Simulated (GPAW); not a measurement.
# Y L₃ edge of YSi2 (P6/mmm): cell size and cost

How large a supercell does the Y L₃ edge of YSi2 (P6/mmm) need, and what does it cost? The absorber has 12 Si at 3.04 Å (12-fold, site symmetry 6/mmm).

The runs were made apart and are set side by side; the one with the holes farthest apart serves as the reference. All curves get a further Gaussian of 1.5 eV full width, so that line shapes and meshes matter less.

## (1) Cost and result by level

| run | hole distance (Å) | k mesh | core time | raw zero (eV) | zero less the added terms (eV) | r.m.s. from the reference after the best shift (%) |
| --- | --- | --- | --- | --- | --- | --- |
| GPAW LDA, 9 atoms | 5.7 | 5×5×5 | 5.3 min | 2095.1 | - | 3 |
| GPAW LDA, 18 atoms | 6.7 | 3×3×3 | 12 min | 2094.9 | - | - |

Times are from shared hosts.

```tsv
E (eV)	GPAW LDA, 9 atoms	GPAW LDA, 18 atoms
-2.0	0.02	0.01
-0.5	0.60	0.44
1.0	2.46	2.28
2.5	2.62	2.75
4.0	1.58	1.68
5.5	1.04	1.00
7.0	0.86	0.83
8.5	0.63	0.68
10.0	0.51	0.53
11.5	0.52	0.51
13.0	0.54	0.53
14.5	0.49	0.49
16.0	0.53	0.51
17.5	0.60	0.59
19.0	0.53	0.55
20.5	0.42	0.42
22.0	0.38	0.38
23.5	0.41	0.42
25.0	0.53	0.51
26.5	0.71	0.68
28.0	0.84	0.83
29.5	0.84	0.85
31.0	0.81	0.81
```

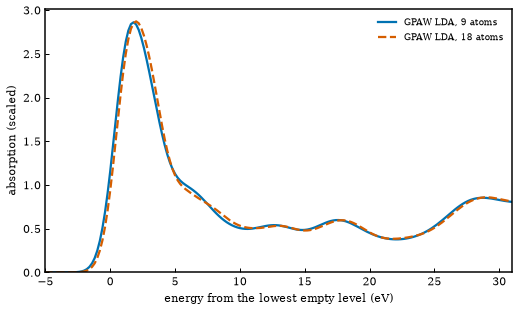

The spectra after the common broadening.

## (2) Reading

The smallest cell differs from the reference by 3 % r.m.s. after a shift of 0.2 eV at 0.44 of its cost, so it already gives the shape. Its highest intensity below 24 eV lies at 1.8 eV against 2.0 eV. Whether the reference itself is converged wasn't tested.

Only the L₃ part is meant: spin–orbit coupling of the core level isn't computed and the L₂ copy isn't added. Lifetime broadening is put in by hand, and intensities beyond about 20 eV depend on it. Meshes are coarse enough for small ripples in YSi2 (P6/mmm). Some cells keep the holes under 6.5 Å apart, so shapes are probably not fully converged. The structures are entries of the Crystallography Open Database, used as given.

[Logs are printed without paths, hosts, clocks, repeated set-up lines and the standing remarks that a program may print on its own settings, such as how far it seeks lower states.]

[Hosts, paths, dates, database ids (printed as entryN), source tags and the programs' standing remarks are cut or masked in the printed files.]
